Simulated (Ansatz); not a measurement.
Run report: C3H6O2Si, geometry relaxation (part 2 of 2)

C3H6O2Si, SMILES C=C(O)[SiH2]C=O; RKS PBE0-D4/def2-TZVP (Ansatz 0.2.0). The geometry: PBE-D4/def2-SVP start.

## Trajectory as extended XYZ, continued
```
12
Properties=species:S:1:pos:R:3:forces:R:3 step=9 energy=-15170.73562
C    -1.8749   -0.5810   -0.1959    0.0025  -0.0103  -0.0069
C    -0.5522   -0.7091   -0.0974   -0.0205  -0.0154  -0.0095
O     0.1751   -1.6824   -0.7146    0.0168   0.0196   0.0241
Si    0.5180    0.4729    0.8880    0.0133  -0.0117  -0.0074
C     1.7782    1.3231   -0.2986    0.0372   0.0888   0.0163
O     2.2194    2.4225   -0.0731   -0.0334  -0.0777  -0.0220
H    -2.4824   -1.2661   -0.7836    0.0028   0.0004  -0.0010
H    -2.3885    0.2201    0.3176    0.0056   0.0027   0.0020
H    -0.4099   -2.2561   -1.2232   -0.0205   0.0010  -0.0056
H     1.3135   -0.2747    1.8972   -0.0021  -0.0017   0.0008
H    -0.3305    1.5035    1.5282   -0.0002   0.0029   0.0016
H     2.1111    0.7720   -1.2105   -0.0016   0.0014   0.0074
12
Properties=species:S:1:pos:R:3:forces:R:3 step=11 energy=-15170.73581 accepted=F
C    -1.8724   -0.5711   -0.2024    0.0022  -0.0090   0.0044
C    -0.5516   -0.7146   -0.0973   -0.0157   0.0067   0.0011
O     0.1668   -1.6997   -0.7047    0.0037  -0.0038   0.0044
Si    0.5248    0.4634    0.8876   -0.0191   0.0142  -0.0167
C     1.7716    1.3338   -0.2996    0.0798  -0.0279   0.0270
O     2.1688    2.4531   -0.0947   -0.0320  -0.0285  -0.0323
H    -2.4862   -1.2538   -0.7863    0.0061   0.0068  -0.0034
H    -2.3774    0.2403    0.3039    0.0050  -0.0066  -0.0021
H    -0.4236   -2.2675   -1.2143   -0.0028   0.0068   0.0016
H     1.3283   -0.2918    1.8852    0.0033   0.0025  -0.0086
H    -0.3225    1.4870    1.5412    0.0008  -0.0030   0.0039
H     2.1504    0.7657   -1.1847   -0.0312   0.0419   0.0206
12
Properties=species:S:1:pos:R:3:forces:R:3 step=13 energy=-15170.73613
C    -1.8704   -0.5659   -0.2061    0.0054   0.0017   0.0033
C    -0.5509   -0.7166   -0.0955   -0.0090   0.0208   0.0089
O     0.1641   -1.7072   -0.6973   -0.0069  -0.0172  -0.0144
Si    0.5283    0.4585    0.8901    0.0000   0.0107   0.0010
C     1.7718    1.3347   -0.2971    0.0262   0.0338  -0.0153
O     2.1387    2.4682   -0.1119   -0.0239  -0.0983  -0.0311
H    -2.4855   -1.2454   -0.7924    0.0035   0.0035   0.0006
H    -2.3722    0.2499    0.2965    0.0027  -0.0088  -0.0041
H    -0.4287   -2.2701   -1.2102    0.0114   0.0071   0.0064
H     1.3353   -0.3020    1.8811   -0.0013   0.0013  -0.0049
H    -0.3170    1.4793    1.5509    0.0036  -0.0047  -0.0003
H     2.1634    0.7612   -1.1741   -0.0117   0.0501   0.0499
12
Properties=species:S:1:pos:R:3:forces:R:3 step=14 energy=-15170.73626
C    -1.8713   -0.5682   -0.2046    0.0031   0.0015   0.0016
C    -0.5514   -0.7151   -0.0953   -0.0070   0.0208   0.0130
O     0.1658   -1.7025   -0.6994   -0.0034  -0.0198  -0.0179
Si    0.5269    0.4607    0.8904   -0.0010   0.0057  -0.0001
C     1.7725    1.3322   -0.2976    0.0090   0.0200   0.0006
O     2.1479    2.4620   -0.1098   -0.0129  -0.0495  -0.0182
H    -2.4844   -1.2480   -0.7924    0.0009   0.0009   0.0003
H    -2.3754    0.2445    0.3002    0.0004  -0.0033  -0.0028
H    -0.4258   -2.2659   -1.2130    0.0110   0.0051   0.0056
H     1.3324   -0.2985    1.8832   -0.0004  -0.0002  -0.0022
H    -0.3182    1.4830    1.5491    0.0030  -0.0029  -0.0004
H     2.1579    0.7605   -1.1768   -0.0027   0.0216   0.0205
12
Properties=species:S:1:pos:R:3:forces:R:3 step=16 energy=-15170.73646
C    -1.8720   -0.5656   -0.2054    0.0115  -0.0010   0.0031
C    -0.5523   -0.7113   -0.0930    0.0147  -0.0169  -0.0167
O     0.1682   -1.6962   -0.7002   -0.0197   0.0164   0.0152
Si    0.5277    0.4597    0.8955   -0.0030   0.0051   0.0029
C     1.7691    1.3281   -0.2978    0.0072   0.0044  -0.0050
O     2.1256    2.4671   -0.1331   -0.0038  -0.0005   0.0004
H    -2.4825   -1.2450   -0.7963   -0.0008   0.0037  -0.0012
H    -2.3780    0.2459    0.2994   -0.0032  -0.0035   0.0021
H    -0.4215   -2.2589   -1.2161   -0.0010  -0.0039  -0.0048
H     1.3350   -0.3057    1.8821   -0.0004  -0.0008  -0.0003
H    -0.3129    1.4812    1.5604    0.0003  -0.0001   0.0000
H     2.1705    0.7453   -1.1613   -0.0017  -0.0028   0.0042
12
Properties=species:S:1:pos:R:3:forces:R:3 step=17 energy=-15170.73655
C    -1.8717   -0.5627   -0.2066    0.0087   0.0016   0.0058
C    -0.5525   -0.7099   -0.0921    0.0213  -0.0240  -0.0102
O     0.1676   -1.6954   -0.6991   -0.0229   0.0197   0.0049
Si    0.5292    0.4581    0.8982   -0.0038   0.0056   0.0042
C     1.7673    1.3269   -0.2980    0.0190   0.0478   0.0037
O     2.1020    2.4757   -0.1533   -0.0171  -0.0494  -0.0068
H    -2.4813   -1.2393   -0.8014   -0.0035   0.0002   0.0019
H    -2.3781    0.2465    0.3015   -0.0044   0.0028  -0.0036
H    -0.4224   -2.2551   -1.2180    0.0031  -0.0050  -0.0034
H     1.3381   -0.3120    1.8799    0.0009   0.0000   0.0005
H    -0.3089    1.4784    1.5682   -0.0004  -0.0004  -0.0012
H     2.1876    0.7336   -1.1453   -0.0010   0.0011   0.0041
12
Properties=species:S:1:pos:R:3:forces:R:3 step=19 energy=-15170.73667
C    -1.8709   -0.5605   -0.2048   -0.0056  -0.0008   0.0114
C    -0.5516   -0.7094   -0.0939    0.0070  -0.0052   0.0033
O     0.1654   -1.6937   -0.7048   -0.0057  -0.0025  -0.0067
Si    0.5303    0.4565    0.8993   -0.0056   0.0047  -0.0098
C     1.7675    1.3258   -0.2974    0.0289   0.0546   0.0215
O     2.0756    2.4847   -0.1738   -0.0185  -0.0672  -0.0187
H    -2.4830   -1.2368   -0.7976   -0.0010   0.0024  -0.0039
H    -2.3759    0.2479    0.3058   -0.0006   0.0022  -0.0029
H    -0.4262   -2.2509   -1.2249    0.0060   0.0002   0.0020
H     1.3395   -0.3156    1.8792    0.0004  -0.0007  -0.0001
H    -0.3085    1.4756    1.5700    0.0004  -0.0011  -0.0004
H     2.2146    0.7212   -1.1231   -0.0058   0.0135   0.0045
12
Properties=species:S:1:pos:R:3:forces:R:3 step=21 energy=-15170.73676
C    -1.8713   -0.5609   -0.2030    0.0016  -0.0023   0.0015
C    -0.5518   -0.7101   -0.0945    0.0000   0.0008  -0.0031
O     0.1644   -1.6939   -0.7071   -0.0026  -0.0002  -0.0021
Si    0.5303    0.4564    0.8979   -0.0008  -0.0011   0.0020
C     1.7696    1.3265   -0.2960   -0.0013   0.0085   0.0045
O     2.0699    2.4874   -0.1787   -0.0019  -0.0096  -0.0038
H    -2.4845   -1.2356   -0.7965   -0.0001   0.0005   0.0005
H    -2.3752    0.2480    0.3078   -0.0007   0.0024   0.0002
H    -0.4276   -2.2517   -1.2259    0.0022   0.0005   0.0009
H     1.3389   -0.3168    1.8775    0.0008  -0.0001   0.0022
H    -0.3086    1.4750    1.5690   -0.0009  -0.0003  -0.0002
H     2.2230    0.7203   -1.1165    0.0036   0.0009  -0.0026
12
Properties=species:S:1:pos:R:3:forces:R:3 step=22 energy=-15170.73679
C    -1.8713   -0.5604   -0.2014    0.0000  -0.0027  -0.0011
C    -0.5515   -0.7100   -0.0958   -0.0069   0.0058   0.0013
O     0.1633   -1.6931   -0.7105    0.0042  -0.0036  -0.0039
Si    0.5306    0.4558    0.8975    0.0012  -0.0031   0.0020
C     1.7708    1.3262   -0.2951   -0.0036   0.0052  -0.0007
O     2.0596    2.4909   -0.1871    0.0004  -0.0109  -0.0045
H    -2.4858   -1.2343   -0.7946    0.0011   0.0001   0.0009
H    -2.3742    0.2480    0.3110    0.0013   0.0018   0.0002
H    -0.4293   -2.2506   -1.2288    0.0004   0.0017   0.0014
H     1.3386   -0.3179    1.8773    0.0003  -0.0004   0.0017
H    -0.3091    1.4739    1.5685   -0.0005   0.0003  -0.0001
H     2.2352    0.7161   -1.1069    0.0021   0.0057   0.0027
12
Properties=species:S:1:pos:R:3:forces:R:3 step=24 energy=-15170.73682
C    -1.8714   -0.5600   -0.1994    0.0001  -0.0023  -0.0026
C    -0.5514   -0.7096   -0.0971   -0.0090   0.0080   0.0033
O     0.1624   -1.6914   -0.7149    0.0072  -0.0044  -0.0021
Si    0.5309    0.4550    0.8973    0.0020  -0.0021   0.0013
C     1.7719    1.3256   -0.2944    0.0003   0.0039  -0.0016
O     2.0468    2.4947   -0.1984   -0.0006  -0.0110  -0.0040
H    -2.4873   -1.2330   -0.7921    0.0010  -0.0002   0.0000
H    -2.3732    0.2481    0.3149    0.0020  -0.0002   0.0008
H    -0.4311   -2.2486   -1.2327   -0.0016   0.0015   0.0006
H     1.3382   -0.3195    1.8773   -0.0004  -0.0004  -0.0001
H    -0.3095    1.4727    1.5680    0.0002   0.0008   0.0002
H     2.2506    0.7109   -1.0945   -0.0010   0.0065   0.0043
12
Properties=species:S:1:pos:R:3:forces:R:3 step=26 energy=-15170.73683
C    -1.8716   -0.5591   -0.1987    0.0001  -0.0016   0.0022
C    -0.5515   -0.7084   -0.0974    0.0009  -0.0003   0.0024
O     0.1626   -1.6886   -0.7179    0.0002   0.0020  -0.0008
Si    0.5314    0.4541    0.8988    0.0026   0.0014   0.0015
C     1.7719    1.3237   -0.2941    0.0025   0.0153  -0.0023
O     2.0329    2.4971   -0.2125   -0.0036  -0.0148   0.0005
H    -2.4876   -1.2310   -0.7925   -0.0007  -0.0002  -0.0005
H    -2.3730    0.2469    0.3192   -0.0005   0.0008  -0.0029
H    -0.4313   -2.2446   -1.2364   -0.0005  -0.0010  -0.0009
H     1.3379   -0.3220    1.8783   -0.0011  -0.0001  -0.0015
H    -0.3084    1.4721    1.5697    0.0009  -0.0001   0.0003
H     2.2635    0.7045   -1.0826   -0.0009  -0.0014   0.0020
12
Properties=species:S:1:pos:R:3:forces:R:3 step=27 energy=-15170.73683
C    -1.8717   -0.5593   -0.1983    0.0006   0.0012  -0.0009
C    -0.5516   -0.7081   -0.0969    0.0017  -0.0023   0.0007
O     0.1629   -1.6876   -0.7180   -0.0022   0.0026   0.0007
Si    0.5314    0.4542    0.8995   -0.0005   0.0010  -0.0017
C     1.7711    1.3232   -0.2946    0.0099   0.0080   0.0051
O     2.0307    2.4970   -0.2152   -0.0049  -0.0071  -0.0012
H    -2.4872   -1.2307   -0.7932   -0.0006  -0.0005   0.0009
H    -2.3733    0.2468    0.3192   -0.0016  -0.0004  -0.0011
H    -0.4307   -2.2432   -1.2372    0.0006  -0.0010  -0.0006
H     1.3380   -0.3227    1.8782    0.0004   0.0007  -0.0011
H    -0.3077    1.4724    1.5710    0.0004  -0.0006   0.0003
H     2.2651    0.7027   -1.0805   -0.0036  -0.0015  -0.0011
12
Properties=species:S:1:pos:R:3:forces:R:3 step=29 energy=-15170.73684
C    -1.8718   -0.5592   -0.1986   -0.0001   0.0007   0.0007
C    -0.5516   -0.7078   -0.0969   -0.0001   0.0015   0.0017
O     0.1630   -1.6872   -0.7179   -0.0003  -0.0014  -0.0006
Si    0.5315    0.4543    0.8998    0.0007  -0.0004  -0.0023
C     1.7714    1.3232   -0.2943   -0.0017  -0.0009   0.0016
O     2.0303    2.4971   -0.2158    0.0008   0.0009  -0.0006
H    -2.4870   -1.2311   -0.7932    0.0001   0.0001   0.0000
H    -2.3739    0.2469    0.3184   -0.0004  -0.0003  -0.0004
H    -0.4305   -2.2431   -1.2370    0.0012   0.0004   0.0002
H     1.3383   -0.3230    1.8780   -0.0004  -0.0002  -0.0001
H    -0.3071    1.4725    1.5719   -0.0001  -0.0006   0.0000
H     2.2645    0.7022   -1.0804    0.0002   0.0001  -0.0002
```

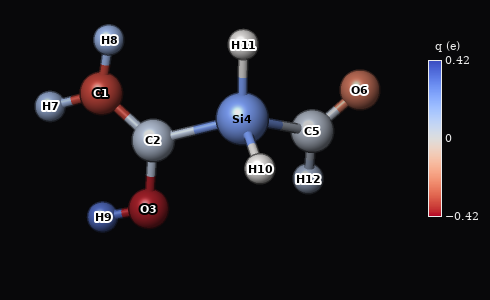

**Figure 1.** Mulliken charges, as the colour of each atom (ball-and-stick view, seen at a tilt; atoms are numbered from 1 in the order of the input). By element: C −0.35 to +0.06, O −0.40 to −0.24, Si +0.24 and H −0.01 to +0.31 e.

The run was set up as follows.

## Input file
```yaml
crystal:
  periodic: [false, false, false]
  atoms:
    - {symbol: C, position_ang: [-1.911521, -0.611247, -0.190513]}
    - {symbol: C, position_ang: [-0.565166, -0.703693, -0.091295]}
    - {symbol: O, position_ang: [0.204039, -1.640930, -0.729011]}
    - {symbol: Si, position_ang: [0.512218, 0.497349, 0.899500]}
    - {symbol: C, position_ang: [1.804821, 1.320416, -0.305749]}
    - {symbol: O, position_ang: [2.330622, 2.390369, -0.060193]}
    - {symbol: H, position_ang: [-2.501721, -1.315703, -0.804787]}
    - {symbol: H, position_ang: [-2.460913, 0.174296, 0.346366]}
    - {symbol: H, position_ang: [-0.378655, -2.220789, -1.261402]}
    - {symbol: H, position_ang: [1.309998, -0.245198, 1.938868]}
    - {symbol: H, position_ang: [-0.334345, 1.552922, 1.546997]}
    - {symbol: H, position_ang: [2.067523, 0.746909, -1.254782]}
basis:
  gaussian: {orbitals: def2-TZVP}
hamiltonian: {xc: pbe0, dispersion: d4}
relax: {f_tol: 0.005, max_steps: 150}
```

Command:
```bash
ansatz run in.yaml --threads 4 --pin off --events-out ev --progress --plain --max-ram 10444MiB
```

## Summary

| quantity | value |
| --- | --- |
| outcome | converged |
| total energy | −15170.7369 eV |
| mean-field energy | −15170.5184 eV |
| dispersion energy | −0.2185 eV |
| SCF solution under orbital rotations | stable |
| largest force (length of the vector) at the end | 0.002 eV/Å |
| dipole moment | 3.40 D |
| hardware | 4 threads of Arm Neoverse V1, 23 GiB of memory available, shared host |
| wall time | 1.8 min (CPU time 6.9 min) |
| peak memory | 0.64 GiB |
